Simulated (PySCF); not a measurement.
**C₃H₅F₃: one change and its effect**

System: C₃H₅F₃ (1,2,3-trifluoropropane).
Method of the first run: GIAO PBE0/cc-pVDZ NMR shielding, non-relativistic, gas phase (PySCF 2.14.0).

The geometry comes from this level: PBE0-D3(BJ)/def2-SVP. Text and figures count atoms from 1; the logs count them from 0 in places.

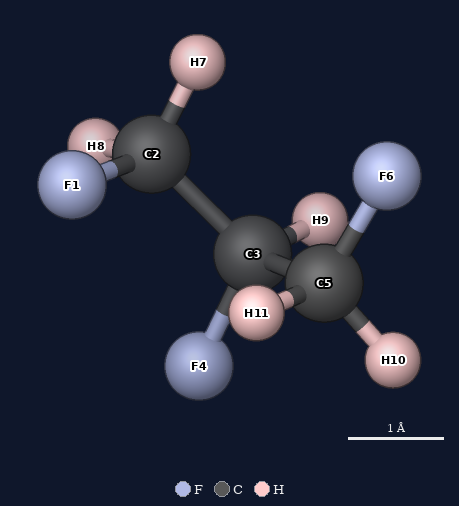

Figure 1. The input geometry (ball-and-stick view, seen at a tilt; atoms are numbered from 1 in the order of the input). Bond lengths as drawn: C–C 1.51 to 1.52 Å, C–F 1.37 to 1.38 Å and C–H 1.10 to 1.11 Å.

Input, the first run:
```
{"job": {"kind": "nmr", "xc": "PBE0", "basis": "cc-pVDZ", "pop": true}, "charge": 0, "multiplicity": 1}
F      0.327015     1.732568    -0.846858
C     -0.497098     0.647824    -0.987382
C     -0.518792    -0.173249     0.275079
F     -1.124285     0.531368     1.289166
C      0.865212    -0.558110     0.760460
F      1.465851    -1.348568    -0.183474
H     -0.131071     0.020525    -1.817130
H     -1.516815     0.999449    -1.216346
H     -1.108623    -1.087461     0.078529
H      0.785268    -1.109075     1.711123
H      1.465034     0.352736     0.915358
```

The first line tells a small driver script what to run in PySCF; the rest is the geometry in Å.

Hardware: 1 CPU thread, shared host.

Output (the first run):
```
coarse grid: 9616 points
cycle   1  E = -416.3333703239  dE =  6.629e-01  |g| = 7.448e-01  |ddm| = 5.567e+00
cycle   2  E = -416.2394161176  dE =  9.395e-02  |g| = 1.072e+00  |ddm| = 2.032e+00
cycle   3  E = -416.4229399440  dE = -1.835e-01  |g| = 5.593e-02  |ddm| = 1.223e+00
cycle   4  E = -416.4235125229  dE = -5.726e-04  |g| = 2.252e-02  |ddm| = 1.143e-01
cycle   5  E = -416.4236184445  dE = -1.059e-04  |g| = 6.082e-03  |ddm| = 4.103e-02
cycle   6  E = -416.4236234437  dE = -4.999e-06  |g| = 2.337e-03  |ddm| = 8.833e-03
final grid: 95296 points
cycle   7  E = -416.4302719820  dE = -2.740e-05  |g| = 8.582e-03  |ddm| = 4.464e-02
cycle   8  E = -416.4302583314  dE =  1.365e-05  |g| = 1.249e-02  |ddm| = 2.677e-02
cycle   9  E = -416.4302863405  dE = -2.801e-05  |g| = 6.131e-04  |ddm| = 1.504e-02
cycle  10  E = -416.4302864158  dE = -7.526e-08  |g| = 1.999e-04  |ddm| = 1.412e-03
cycle  11  E = -416.4302864237  dE = -7.906e-09  |g| = 2.756e-05  |ddm| = 3.233e-04
cycle  12  E = -416.4302864238  dE = -9.561e-11  |g| = 1.657e-05  |ddm| = 5.175e-05
converged SCF energy = -416.4302864238

GIAO shielding tensors (ppm)
atom      isotropic    diamagn.    paramagn.     s11        s22        s33       span
  0 F      444.716     470.558     -25.843    415.043    452.903    466.202     51.159
  1 C      118.893     244.526    -125.634     89.520    100.957    166.201     76.681
  2 C      108.383     246.352    -137.969     80.830     93.582    150.737     69.907
  3 F      413.614     470.097     -56.484    381.077    423.264    436.500     55.424
  4 C      122.102     244.440    -122.338     89.102     96.676    180.529     91.427
  5 F      441.462     470.484     -29.022    409.370    443.693    471.324     61.954
  6 H       26.949      29.654      -2.705     23.969     26.465     30.413      6.444
  7 H       26.730      28.291      -1.560     22.732     26.313     31.146      8.415
  8 H       27.226      30.555      -3.329     24.470     27.338     29.870      5.400
  9 H       27.044      28.494      -1.450     23.452     27.293     30.386      6.934
 10 H       26.710      29.668      -2.959     24.398     26.844     28.887      4.489
```

The input of the second run differs as follows (lines with − go, lines with + come):
```diff
-"basis": "cc-pVDZ"
+"basis": "aug-cc-pVDZ"
```

Predict how the results change.

The total energy of the second run is 26.3 kcal/mol lower, which measures the change of basis and not a stability. The HOMO goes from −9.13 to −9.48 eV. The LUMO goes from 1.92 to −0.06 eV. The dipole moment goes from 1.44 to 1.56 D. Of all shieldings, the largest change is that of F6, by −4.1 ppm. Diffuse functions give room to the loosely bound empty orbitals, which lowers the LUMO. The SCF takes 13 iterations against 12. The basis functions go from 109 to 183.

Output (the second run):
```
coarse grid: 9616 points
cycle   1  E = -416.3951353685  dE =  6.439e-01  |g| = 6.485e-01  |ddm| = 6.678e+00
cycle   2  E = -416.3119688615  dE =  8.317e-02  |g| = 9.810e-01  |ddm| = 1.763e+00
cycle   3  E = -416.4651553878  dE = -1.532e-01  |g| = 4.729e-02  |ddm| = 1.057e+00
cycle   4  E = -416.4655233585  dE = -3.680e-04  |g| = 1.519e-02  |ddm| = 9.381e-02
cycle   5  E = -416.4655593959  dE = -3.604e-05  |g| = 8.014e-03  |ddm| = 3.450e-02
cycle   6  E = -416.4655695420  dE = -1.015e-05  |g| = 1.534e-03  |ddm| = 9.453e-03
cycle   7  E = -416.4655699985  dE = -4.565e-07  |g| = 1.837e-04  |ddm| = 2.561e-03
final grid: 95296 points
cycle   8  E = -416.4722082600  dE = -3.263e-05  |g| = 8.940e-03  |ddm| = 1.207e-01
cycle   9  E = -416.4721940071  dE =  1.425e-05  |g| = 1.292e-02  |ddm| = 3.504e-02
cycle  10  E = -416.4722245733  dE = -3.057e-05  |g| = 9.710e-04  |ddm| = 1.708e-02
cycle  11  E = -416.4722247584  dE = -1.851e-07  |g| = 2.284e-04  |ddm| = 2.056e-03
cycle  12  E = -416.4722247676  dE = -9.216e-09  |g| = 4.259e-05  |ddm| = 3.823e-04
cycle  13  E = -416.4722247678  dE = -1.778e-10  |g| = 2.849e-05  |ddm| = 8.597e-05
converged SCF energy = -416.4722247678

GIAO shielding tensors (ppm)
atom      isotropic    diamagn.    paramagn.     s11        s22        s33       span
  0 F      443.494     469.561     -26.066    414.613    448.193    467.677     53.065
  1 C      118.161     220.183    -102.022     88.071     98.633    167.779     79.707
  2 C      108.256     214.214    -105.958     81.119     93.011    150.638     69.519
  3 F      409.839     474.776     -64.936    374.351    418.041    437.126     62.775
  4 C      121.319     219.337     -98.018     88.566     94.171    181.221     92.656
  5 F      437.397     470.051     -32.654    411.602    429.947    470.642     59.040
  6 H       26.710      27.753      -1.043     23.827     26.294     30.010      6.183
  7 H       26.653      26.440       0.213     22.552     26.269     31.139      8.587
  8 H       26.902      27.794      -0.891     24.097     27.014     29.596      5.499
  9 H       26.927      26.876       0.051     23.312     27.203     30.266      6.954
 10 H       26.586      27.131      -0.545     24.316     26.762     28.679      4.363
```

The two runs side by side:

```tsv
quantity	the first run	the second run
outcome	converged	converged
total energy (hartree)	−416.430286	−416.472225
HOMO (eV)	−9.13	−9.48
LUMO (eV)	1.92	−0.06
dipole moment (D)	1.44	1.56
shielding of F1 (ppm)	444.7	443.5
shielding of C2 (ppm)	118.9	118.2
shielding of F4 (ppm)	413.6	409.8
shielding of C5 (ppm)	122.1	121.3
shielding of F6 (ppm)	441.5	437.4
shielding of H7 (ppm)	26.9	26.7
shielding of H9 (ppm)	27.2	26.9
SCF iterations	12	13
basis functions	109	183
wall time (shared host)	12 s	27 s
```
